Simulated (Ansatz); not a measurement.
# (SrO)2(KF)2 [001] superlattice, started as rocksalt type: phonons and vibrational spectra, part 2 of 3

Wanted: phonon frequencies of (SrO)2(KF)2 [001] superlattice, started as rocksalt type and what follows from them.

Ansatz 0.2.0; DFT LDA, scalar-relativistic, plane waves, PAW.

So far: Set-up; Bringing the structure to rest. The relaxed cell has a = 3.591, c = 10.306 Å (conventional setting).

The structure was built from a prototype and need not be the compound's stable phase.

### Step 3. Relaxation

The relaxation is repeated from its end on the same settings, as a check that it has come to rest.

input.yaml

```yaml
crystal:
  lattice:
    - [2.5389490928, 2.5389490928, 0.0]
    - [-2.5389490928, 2.5389490928, 0.0]
    - [0.0, 0.0, 10.306167005]
  atoms:
    - { symbol: F, position: [0.5, 0.5, 0.4932989796] }
    - { symbol: F, position: [1.0, 0.0, 0.7567010204] }
    - { symbol: K, position: [0.0, 0.0, 0.4999541191] }
    - { symbol: K, position: [0.5, 0.5, 0.7500458809] }
    - { symbol: O, position: [0.5, 0.5, 0.0081803692] }
    - { symbol: O, position: [1.0, 0.0, 0.2418196308] }
    - { symbol: Sr, position: [0.0, 0.0, 0.0036041623] }
    - { symbol: Sr, position: [0.5, 0.5, 0.2463958377] }
kpoints:
  mp_grid: { grid: [6, 6, 2] }
hamiltonian:
  xc: lda
scf:
  occupations: { method: gaussian, width: 0.02 }
output:
  forces: true
  stress: true
  eigenvalues: true
relax:
  adjacent_minimum: "off"
  f_tol: 0.005
  max_steps: 80
  cell: { stress_tol: 0.05 }
```

Command:

```sh
$ ansatz run input.yaml --threads 8 --pin off --max-ram 14336MiB --backend cpu --events-out ev --progress --plain --runs-dir out
```

Numbers of over 12 decimals in the logs are rounded to 6 here.

The program printed:

```text
[...]
Crystal: 8 atoms, lattice volume = 132.873 Å³
Basis set: ecut = 420 eV, 2571 PW (Γ)
Bands: 40, of which v1, the nominal top of the filled ones, is band 32 counted from 1 (31 counted from 0)
Symmetry: 16 space group operations
[...]
k-points: 20 of 72
[...]
- [0.0, 0.0, 10.306167005]
  atoms:
    - { symbol: F, position: [0.500000, 0.500000, 0.493299] }
    - { symbol: F, position: [1.000000, 0.0, 0.756701] }
    - { symbol: K, position: [0.0, 0.0, 0.499954] }
    - { symbol: K, position: [0.500000, 0.500000, 0.750046] }
    - { symbol: O, position: [0.500000, 0.500000, 0.00818037] }
    - { symbol: O, position: [1.000000, 0.0, 0.241820] }
    - { symbol: Sr, position: [0.0, 0.0, 0.00360416] }
    - { symbol: Sr, position: [0.500000, 0.500000, 0.246396] }
[key lines of the parts left out:]
SCF converged after 5 iterations
Free energy (F): -12590.973533 eV
Fermi energy:    8.358649 eV
P = ⅓ Tr σ = -0.0033 GPa (-0.033 kbar)
```

Wall time 2.3 s (8 threads of Arm Neoverse V2, shared host); peak memory 0.58 GiB.

Little changed from the start: no atom moved by 0.005 Å and no cell edge by 0.1 %.

This step gave:

```yaml
pressure: -0.003327 GPa
```

In this step the volume went from 16.61 to 16.61 Å³/atom.

### Step 4. Relaxing to small forces for the phonons

Phonons need a cell at rest on their own settings, so the relaxation is repeated with tight tolerances on forces and stress, using the mesh and the filling of the phonon run that follows.

input.yaml, as its differences from that of step 3:

```diff
@@ -15,3 +15,3 @@
 kpoints:
-  mp_grid: { grid: [6, 6, 2] }
+  mp_grid: { grid: [8, 8, 2] }
 hamiltonian:
@@ -19,3 +19,3 @@
 scf:
-  occupations: { method: gaussian, width: 0.02 }
+  occupations: { method: fixed }
 output:
@@ -26,4 +26,4 @@
   adjacent_minimum: "off"
-  f_tol: 0.005
-  max_steps: 80
-  cell: { stress_tol: 0.05 }
+  f_tol: 0.001
+  max_steps: 60
+  cell: { stress_tol: 0.01 }
```

The program printed:

```text
[...]
Crystal: 8 atoms, lattice volume = 132.873 Å³
Basis set: ecut = 420 eV, 2571 PW (Γ)
Bands: 40, of which v1, the nominal top of the filled ones, is band 32 counted from 1 (31 counted from 0)
Symmetry: 16 space group operations
[...]
k-points: 30 of 128
[...]
- [2.538749, 2.538749, 0.0]
    - [-2.538749, 2.538749, 0.0]
    - [0.0, 0.0, 10.306396]
  atoms:
    - { symbol: F, position: [0.5, 0.5, 0.493384] }
    - { symbol: F, position: [1.0, 0.0, 0.756616] }
    - { symbol: K, position: [0, 0, 0.500032] }
    - { symbol: K, position: [0.5, 0.5, 0.749968] }
    - { symbol: O, position: [0.5, 0.5, 0.00815053] }
    - { symbol: O, position: [1.0, 0.0, 0.241849] }
    - { symbol: Sr, position: [0, 0, 0.00360358] }
    - { symbol: Sr, position: [0.5, 0.5, 0.246396] }
[key lines of the parts left out:]
SCF converged after 6 iterations
Free energy (F): -12590.973330 eV
Fermi energy:    6.668727 eV
P = ⅓ Tr σ = 0.0008 GPa (0.008 kbar)
```

The job ended after 7.5 s (8 threads; peak memory 0.62 GiB; 54 s of CPU time).

Little changed from the start: no atom moved by 0.005 Å and no cell edge by 0.1 %.

This step gave:

- pressure: 8.21e-4 GPa
- gap on the k-mesh: 3.383 eV
- direct gap on mesh: 3.383 eV

The largest force component left is 0.34 meV/Å and the pressure is 0.001 GPa, within the tolerances set. The cell now holds 16.61 Å³/atom.

### Step 5. Zone-centre response

The zone centre is the only wavevector solved here; it holds the modes that light can see, as far as symmetry allows. The response to a homogeneous field gives the Born charges and the dielectric tensor, and its change with displacement the Raman tensors.

input.yaml

```yaml
crystal:
  lattice:
    - [2.5387491958, 2.5387491958, 0.0]
    - [-2.5387491958, 2.5387491958, 0.0]
    - [0.0, 0.0, 10.3063957861]
  atoms:
    - { symbol: F, position: [0.5, 0.5, 0.4933842526] }
    - { symbol: F, position: [1.0, 0.0, 0.7566157474] }
    - { symbol: K, position: [0.0, 0.0, 0.5000320703] }
    - { symbol: K, position: [0.5, 0.5, 0.7499679297] }
    - { symbol: O, position: [0.5, 0.5, 0.0081505324] }
    - { symbol: O, position: [1.0, 0.0, 0.2418494676] }
    - { symbol: Sr, position: [0.0, 0.0, 0.0036035784] }
    - { symbol: Sr, position: [0.5, 0.5, 0.2463964216] }
kpoints:
  mp_grid: { grid: [8, 8, 2] }
hamiltonian:
  xc: lda
scf:
  occupations: { method: fixed }
output:
  eigenvalues: true
phonons:
  method: dfpt
  dielectric: true
  rigid_motions: translations
  raman: true
```

The program printed:

```text
[...]
Crystal: 8 atoms, lattice volume = 132.855 Å³
Basis set: ecut = 420 eV, 2567 PW (Γ), exchange–correlation on 48×48×144 points (8 copies of the dense FFT grid, shifted against one another)
Bands: 40, of which v1, the nominal top of the filled ones, is band 32 counted from 1 (31 counted from 0)
Symmetry: 16 space group operations
k-points: 42 of 128 (irreducible under 2 space group operations, time reversal used)
[...]
SCF iter   1: F=—  HF=-12591.060349 eV  |F-HF|=—  |Δ(HF+E_count)|=         —  Δρ=1.73e-2  dr2=3.53e-1  ethr=1.77e-3  ⟨swp⟩=5.4  Hψ=6983  notcnv=0  defer=168
[...]
SCF iter  10: F=-12590.973335 eV  HF=-12590.973335 eV  |F-HF|=5.46e-12  |Δ(HF+E_count)|=  5.64e-11  Δρ=1.24e-7  dr2=1.89e-11  ethr=1.00e-12  ⟨swp⟩=17.4  Hψ=13137  notcnv=0
SCF 1 converged in 10 iterations: F = -12590.973335 eV  dr2 = 1.89e-11
[...]
DFPT response loops at Γ: preconditioner auto → Resta (q_TF=auto, 2.416 Å⁻¹)  ε∞=4.2 (no band partly filled); β = 1.00, the filter's whole step (`scf.mixing.beta` (0.50) is not read by the response loops at its default; to damp them type it under 1.00, their step now; it binds the ground state too); Broyden in place of MSR1
── the response to a field inside a basis, on 8×8×4 k-points: an SCF that follows is theirs, and a resumed run solves both again ──
Bands: 33, of which v1, the nominal top of the filled ones, is band 32 counted from 1 (31 counted from 0)
k-points: 20 of 256
[...]
Eigensolver: Dense (20 Hₖ)
SCF iter   1: F=—  HF=-12590.877433 eV  |F-HF|=—  |Δ(HF+E_count)|=         —  Δρ=5.53e-4  dr2=1.19e-4  ethr=1.00e-1
[...]
SCF iter   7: F=-12590.877423 eV  HF=-12590.877423 eV  |F-HF|=3.46e-11  |Δ(HF+E_count)|=   1.55e-9  Δρ=2.07e-7  dr2=6.13e-11  ethr=3.41e-12
SCF 1 converged in 7 iterations: F = -12590.877423 eV  dr2 = 6.13e-11
[...]
SCF converged after 10 iterations
Free energy (F): -12590.973335 eV
[...]
Internal energy: -12590.973335 eV  (E = F + TS)
E sigma→0 (E₀):  -12590.973335 eV
Fermi energy:    6.668729 eV
[...]
--- Band table (eV; the first three rows and the last of 42) ---
  k-point 0: bands = [... 28 lower, 6.6021, 6.6021, 6.6687, 6.6687, 10.0521, 10.1346, 11.4616, 11.9356, ... 4 higher]
  k-point 1: bands = [... 28 lower, 6.6024, 6.6024, 6.6670, 6.6670, 10.1764, 10.6077, 11.0988, 11.1487, ... 4 higher]
  k-point 2: bands = [... 28 lower, 6.3215, 6.3571, 6.4353, 6.4814, 10.4077, 10.5573, 11.7859, 12.1516, ... 4 higher]
  k-point 41: bands = [... 28 lower, 6.2998, 6.2998, 6.5291, 6.5291, 10.7164, 10.7164, 11.5622, 11.5622, ... 4 higher]
--- Phonons (Γ-DFPT): 8 representative perturbations + reference, on 42 of 128 k-points (Σ response iterations 26) ---
  k mesh reduced under 2 symmetry operations, with k and −k counted as one. Each operation leaves every solved perturbation unchanged. A smaller set is not considered because the run solves the response to a homogeneous field
  ASR residual: 1.116e-4 → 0.000e0 eV/Å²; symmetrization residual: 1.176e-5 eV/Å²
  ASR residual per site (eV/Å²): 3.84e-5 3.84e-5 2.50e-5 2.50e-5 4.26e-5 4.26e-5 1.12e-4 1.12e-4
  Γ frequencies (cm⁻¹): 0.00 0.00 0.00 75.25 75.25 75.53 75.53 113.46 113.46 155.91 164.28 192.68 194.58 211.38 211.38 226.52 226.52 240.43 245.14 245.14 247.74 247.74 362.33 385.76
  ε∞ (high-frequency dielectric tensor):
        3.007802     0.000000     0.000000
        0.000000     3.007802     0.000000
        0.000000     0.000000     2.780894
  ε⁰ (static dielectric tensor: ions relaxed, cell fixed):
       12.081087    -0.000000     0.000000
       -0.000000    12.081087    -0.000000
        0.000000    -0.000000     9.110667
  ε⁰ − ε∞ (ionic part):
        9.073286    -0.000000     0.000000
       -0.000000     9.073286    -0.000000
        0.000000    -0.000000     6.329773
  softest optical mode at Γ: 75.25 cm⁻¹; the repairs (sum rule, projections) moved no ω² at Γ by more than (2.35 cm⁻¹)²
  Born effective charges Z* (e; rows j = field, columns β = displacement):
    site 0:
        -1.15407    0.00000   -0.00000
        -0.00000   -1.15407   -0.00000
         0.00000   -0.00000   -1.50748
    site 1:
        -1.15407    0.00000    0.00000
        -0.00000   -1.15407   -0.00000
         0.00000   -0.00000   -1.50748
    site 2:
         1.15373   -0.00000    0.00000
        -0.00000    1.15373    0.00000
         0.00000   -0.00000    1.35831
    site 3:
         1.15373   -0.00000   -0.00000
         0.00000    1.15373   -0.00000
        -0.00000   -0.00000    1.35831
    site 4:
        -2.47542    0.00000    0.00000
        -0.00000   -2.47542   -0.00000
         0.00000   -0.00000   -1.73706
    site 5:
        -2.47542   -0.00000    0.00000
         0.00000   -2.47542   -0.00000
         0.00000   -0.00000   -1.73706
    site 6:
         2.47576    0.00000    0.00000
         0.00000    2.47576    0.00000
         0.00000    0.00000    1.88622
    site 7:
         2.47576    0.00000    0.00000
         0.00000    2.47576   -0.00000
         0.00000   -0.00000    1.88622
  Z* charge neutrality: 1.104e-2 e pre-enforcement
  solved inside a basis spanned on kpoints, on 8×8×4 k-points: ε∞ is read to err by 1.1e-2, Z* by 1.3e-2 e (field_mesh: kpoints solves on kpoints); Z* is corrected for what the basis lacks
  Raman tensors (in the event stream and the table raman_tensors.tsv): an entry may err by 6.0e-2 Å², one of the second-order susceptibility by 2.7e-19 pm/V (basis, points and sum rule); their sum over the sites missed zero by 4.441e-16 Å² ahead of its enforcement
  optical modes at Γ without the LO–TO term, one row a degenerate level:
      ω (cm⁻¹)  modes    IR ((D/Å)²/amu)  static Raman (Å⁴/amu)  depolarisation
         75.25      2             0.0000                 0.1332           0.750
         75.53      2             0.0640                 0.0000               —
        113.46      2             0.0000                 0.0595           0.750
        155.91      1             0.3388                 0.0000               —
        164.28      1             0.0000                 4.6647           0.002
        192.68      1             0.0000                 0.7753           0.045
        194.58      1            13.1952                 0.0000               —
        211.38      2            46.1025                 0.0000               —
        226.52      2             0.0000                 0.1021           0.750
        240.43      1             0.0000                 2.2036           0.016
        245.14      2             5.2455                 0.0000               —
        247.74      2             0.0000                 0.0459           0.750
        362.33      1             0.0000                 5.7337           0.643
        385.76      1             4.7384                 0.0000               —
  optical modes at Γ + LO–TO along q̂ = [1.0000, 0.0000, 0.0000]:
      ω (cm⁻¹)  modes    IR ((D/Å)²/amu)  static Raman (Å⁴/amu)  depolarisation
         75.25      2             0.0000                 0.1332           0.750
         75.53      1             0.0320                 0.0000               —
         75.78      1             0.0016                 0.0000               —
        113.46      2             0.0000                 0.0595           0.750
        155.91      1             0.3388                 0.0000               —
        164.28      1             0.0000                 4.6647           0.002
        192.68      1             0.0000                 0.7753           0.045
        194.58      1            13.1952                 0.0000               —
        211.38      1            23.0512                 0.0000               —
        226.52      2             0.0000                 0.1021           0.750
        240.43      1             0.0000                 2.2036           0.016
        241.55      1             0.0358                 0.0000               —
        245.14      1             2.6227                 0.0000               —
        247.74      2             0.0000                 0.0459           0.750
        362.33      1             0.0000                 5.7337           0.643
        385.76      1             4.7384                 0.0000               —
        428.48      1            25.6685                 0.0000               —
  optical modes at Γ + LO–TO along q̂ = [0.0000, 1.0000, 0.0000]:
      ω (cm⁻¹)  modes    IR ((D/Å)²/amu)  static Raman (Å⁴/amu)  depolarisation
         75.25      2             0.0000                 0.1332           0.750
         75.53      1             0.0320                 0.0000               —
         75.78      1             0.0016                 0.0000               —
        113.46      2             0.0000                 0.0595           0.750
        155.91      1             0.3388                 0.0000               —
        164.28      1             0.0000                 4.6647           0.002
        192.68      1             0.0000                 0.7753           0.045
        194.58      1            13.1952                 0.0000               —
        211.38      1            23.0512                 0.0000               —
        226.52      2             0.0000                 0.1021           0.750
        240.43      1             0.0000                 2.2036           0.016
        241.55      1             0.0358                 0.0000               —
        245.14      1             2.6227                 0.0000               —
        247.74      2             0.0000                 0.0459           0.750
        362.33      1             0.0000                 5.7337           0.643
        385.76      1             4.7384                 0.0000               —
        428.48      1            25.6685                 0.0000               —
  optical modes at Γ + LO–TO along q̂ = [0.0000, 0.0000, 1.0000]:
      ω (cm⁻¹)  modes    IR ((D/Å)²/amu)  static Raman (Å⁴/amu)  depolarisation
         75.25      2             0.0000                 0.1332           0.750
         75.53      2             0.0640                 0.0000               —
        113.46      2             0.0000                 0.0595           0.750
        156.80      1             0.0069                 0.0000               —
        164.28      1             0.0000                 4.6647           0.002
        192.68      1             0.0000                 0.7753           0.045
        211.38      2            46.1025                 0.0000               —
        226.52      2             0.0000                 0.1021           0.750
        240.43      1             0.0000                 2.2036           0.016
        245.14      2             5.2455                 0.0000               —
        247.74      2             0.0000                 0.0459           0.750
        301.18      1             4.8359                 0.0000               —
        362.33      1             0.0000                 5.7337           0.643
        448.52      1            13.4296                 0.0000               —
```

Wall time 2.4 min (8 threads); peak memory 3.1 GiB.

This step gave:

* sum-rule residual before enforcement: 1.12e-4 eV/Å²
* miss of the charge sum rule: 0.01104 e
* estimated error of the dielectric tensor: 0.01135
* estimated error of the Born charges: 0.01281 e
* point group: 4/mmm
* highest optical mode at the zone centre (no LO-TO term): 385.8 cm⁻¹
* lowest optical zone-centre mode: 75.25 cm⁻¹
* mean high-frequency dielectric constant: 2.932
* largest Born charge (third of the trace): 2.279 e
* mean static dielectric constant: 11.09
* top of the zone-centre spectrum with the field: 448.5 cm⁻¹

Without the LO-TO term. Patterns of degenerate modes are one choice out of their space. The modes at Γ (shares of kinetic energy by element, %):

```
mode  frequency (cm⁻¹)  symmetry  F %  K %  O %  Sr %
   1               0.0  acoustic   12   24   10    54
   2               0.0  acoustic   12   24   10    54
   3               0.0  acoustic   12   24   10    54
   4              75.2        Eg   29   59    1    12
   5              75.2        Eg   29   59    1    12
   6              75.5        Eu   20   44    4    32
   7              75.5        Eu   20   44    4    32
   8             113.5        Eg    4    8    5    82
   9             113.5        Eg    4    8    5    82
  10             155.9       A2u    6   60    6    28
  11             164.3       A1g   12   54    2    32
  12             192.7       A1g    3   42    0    54
  13             194.6       A2u   74   13    6     7
  14             211.4        Eu    1    1   85    13
  15             211.4        Eu    1    1   85    13
  16             226.5        Eg    0    0   93     6
  17             226.5        Eg    0    0   93     6
  18             240.4       A1g   76    1   13    10
  19             245.1        Eu   67   31    1     0
  20             245.1        Eu   67   31    1     0
  21             247.7        Eg   67   33    1     0
  22             247.7        Eg   67   33    1     0
  23             362.3       A1g    8    3   84     5
  24             385.8       A2u    8    2   78    11
```

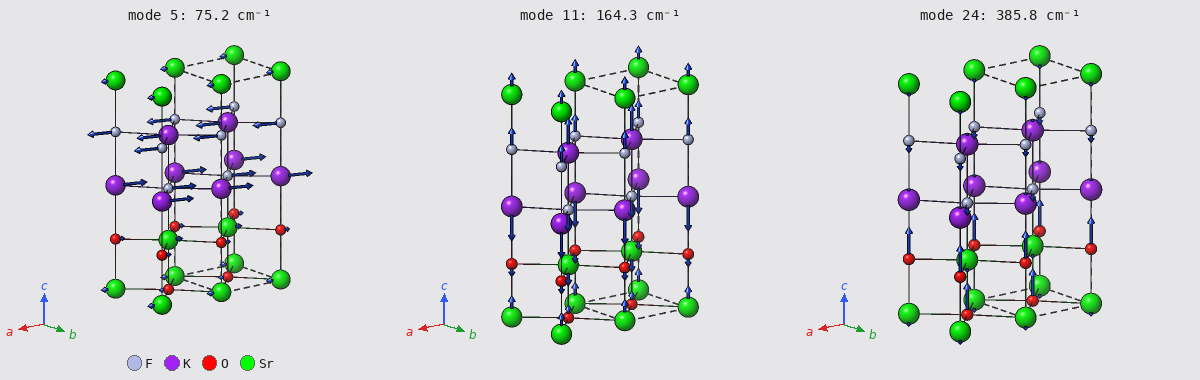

Displacement patterns of modes 5, 11 and 24 at Γ; arrows are exaggerated. 2×1×1 cells are drawn. Some periodic images of atoms are drawn too.

Optical modes at the zone centre, without and with the macroscopic field of the longitudinal modes; each column is sorted by frequency, so a row need not hold one and the same mode. Modes with and without the field, by row:

```
rank among optical modes  no field (cm⁻¹)  q along (1, 0, 0) (cm⁻¹)  q along (0, 0, 1) (cm⁻¹)
                       1             75.2                      75.2                      75.2
                       2             75.2                      75.2                      75.2
                       3             75.5                      75.5                      75.5
                       4             75.5                      75.8                      75.5
                       5            113.5                     113.5                     113.5
                       6            113.5                     113.5                     113.5
                       7            155.9                     155.9                     156.8
                       8            164.3                     164.3                     164.3
                       9            192.7                     192.7                     192.7
                      10            194.6                     194.6                     211.4
                      11            211.4                     211.4                     211.4
                      12            211.4                     226.5                     226.5
                      13            226.5                     226.5                     226.5
                      14            226.5                     240.4                     240.4
                      15            240.4                     241.6                     245.1
                      16            245.1                     245.1                     245.1
                      17            245.1                     247.7                     247.7
                      18            247.7                     247.7                     247.7
                      19            247.7                     362.3                     301.2
                      20            362.3                     385.8                     362.3
                      21            385.8                     428.5                     448.5
```

Born charge (rows field, columns displacement) (e), principal values of the symmetric part by kind of site:

```
atom  atoms with these values    low  middle   high   mean
  F1                        2  -1.51   -1.15  -1.15  -1.27
  K3                        2   1.15    1.15   1.36   1.22
  O5                        2  -2.48   -2.48  -1.74  -2.23
 Sr7                        2   1.89    2.48   2.48   2.28
```

In full for F1:

```
-1.15  0.00  0.00
 0.00 -1.15  0.00
 0.00  0.00 -1.51
```

High-frequency dielectric tensor:

```
3.01 0.00 0.00
0.00 3.01 0.00
0.00 0.00 2.78
```

Static dielectric tensor (ions relaxed, fixed cell):

```
12.08  0.00  0.00
 0.00 12.08  0.00
 0.00  0.00  9.11
```

(Continued in part 3 of 3.)

[Logs are printed without paths, hosts, clocks, repeated set-up lines and the standing remarks that a program may print on its own settings, such as how far it seeks lower states.]

[Hosts, paths, dates, database ids (printed as entryN), source tags and the programs' standing remarks are cut or masked in the printed files.]
